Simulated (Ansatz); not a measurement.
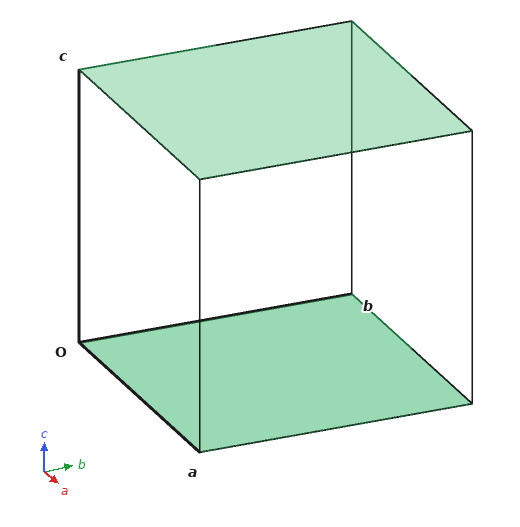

Every member of one family of equally spaced planes, hx + ky + lz = a whole number, that cuts the unit cell is shaded (one member passes through the origin O). Crystal: KTaO₃, the input geometry of an electronic-structure calculation (not necessarily at equilibrium). The drawing is computed from the coordinates (standard cell, symmetry found to 0.002 Å).

a = 4.024 Å, b = 4.024 Å, c = 4.024 Å, α = 90.00°, β = 90.00°, γ = 90.00°.

### What are the Miller indices?

(0 0 1); the opposite sign names the same planes. The member next to the origin meets the axes a never, b never, c at 1.

### What is the spacing?

d = 4.024 Å.

### The space group is Pm-3m (No. 221). How many reflections hkl are equivalent to this one (itself included), and does it occur?

6 reflections are equivalent in the Laue class m-3m. The space group allows the reflection.
